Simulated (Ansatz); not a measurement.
# AlClH2O2: what the fields show

```xyz
6

Al    0.0456   -0.2441    0.0976
Cl   -0.1533    0.1153    2.1600
O     1.6303   -0.3286   -0.5278
H     1.7912   -0.4904   -1.4707
O    -1.3053   -0.4456   -0.9302
H    -2.2183   -0.4052   -0.6054
```

Theory: RKS PBE-D4/def2-SVP in Ansatz.

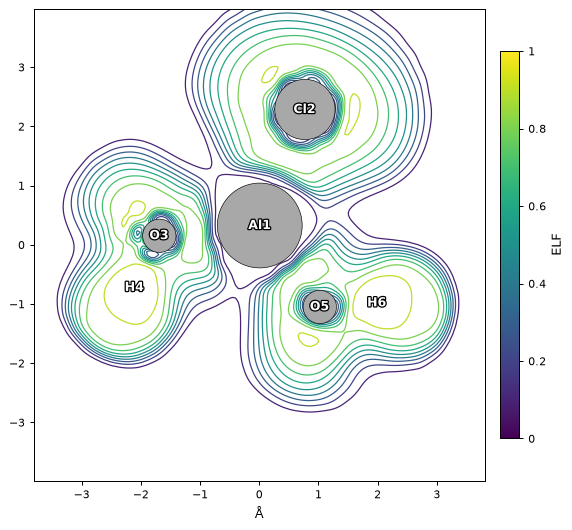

Figure 1. Electron localisation function on the molecular plane. Grey discs cover the atomic cores.

Q: What do the fields say about this system?

A: The plane passes through Al, Cl, O and H nuclei. Al–O (1.71 Å): the ELF peaks at about 0.90 in the valence shell of O, 0.6 Å from its nucleus, and is about 0.35 at the midpoint. Al–Cl (2.10 Å): the ELF peaks at about 0.85 in the valence shell of Cl, 0.9 Å from its nucleus, and is about 0.75 at the midpoint. O–H (0.97 Å): the ELF climbs to about 1 towards the hydrogen, as it does in any bond to H (an ordinary covalent bond to hydrogen). The ELF also peaks beside O5, O3 and Cl2, away from the bonds: lone-pair regions.

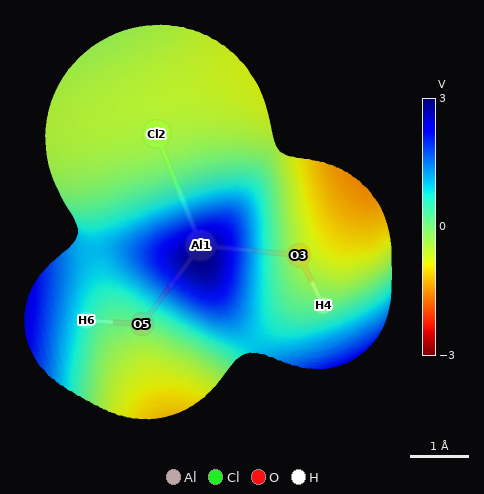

Figure 2. The molecular electrostatic potential painted on the density surface at 0.002 e/bohr³, seen at a tilt; red is negative and blue positive.

Q: Describe the electrostatic potential map.

A: The most negative region (about −1.5 V) lies over O3, the most positive (about +2.9 V) over Al1. O3 is the likeliest acceptor of a hydrogen bond.

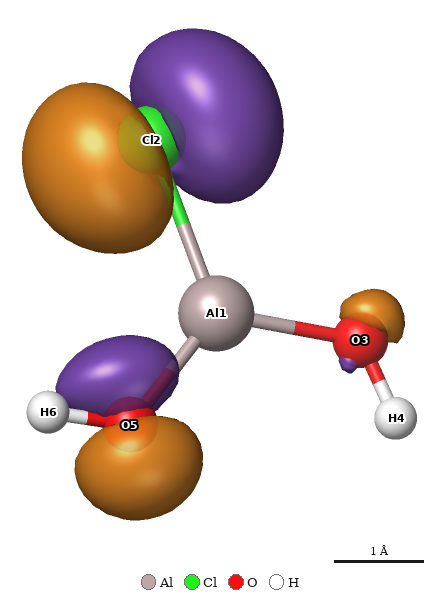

Figure 3. The HOMO−1 at ±0.15 Å⁻³ᐟ² (orange and purple are the two phases), seen at a tilt.

Q: Describe this orbital and give its energy.

A: Its weight (Hirshfeld) is mainly on Cl2 (about 70 %) and O5 (about 25 %); it is symmetric in the molecular plane (an in-plane orbital: σ, lone-pair or in-plane π type); largely a lone pair of Cl2. Its energy is −7.44 eV.
